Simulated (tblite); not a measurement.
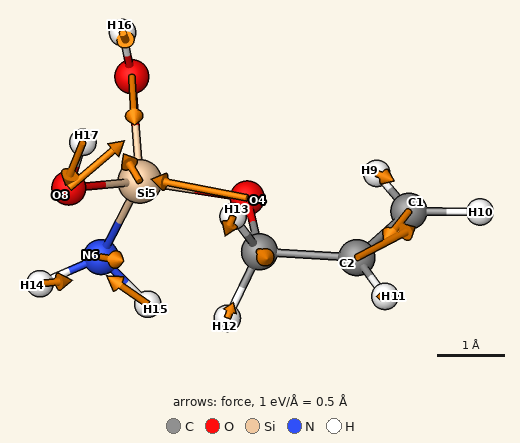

Starting geometry of C$_{3}$H$_{9}$NO$_{3}$Si with the computed forces as orange arrows. The picture is a ball-and-stick view, seen from a free direction.

These are results of GFN2-xTB geometry optimisation, gas phase (tblite), not measurements. 

**Is this structure relaxed? If not, where do the atoms go?**

It isn't relaxed: the largest force vector, on an O atom, is 3.22 eV/Å. The final displacements have little in common with the starting forces (cosine between the two patterns 0.27). After 113 geometry steps the energy has fallen by 24.2 kcal/mol. An H atom moves most after the best rigid fit: 1.22 Å. Largest moves by element: H 1.22 Å, N 0.60 Å, O 0.56 Å, Si 0.37 Å, C 0.24 Å. Some distances before and after: O–Si 1.719 → 1.625 Å, O–Si 1.698 → 1.624 Å, H–O 1.002 → 0.953 Å, N–Si 1.769 → 1.724 Å. Among the angles between lasting bonds that change: N–Si–O 106.5° → 118.0°, C–O–Si 115.6° → 125.9°, C–C–C 115.7° → 124.9°. Groups turn about O–Si by about 120°, O–Si by about 50°, O–Si by about 35°.
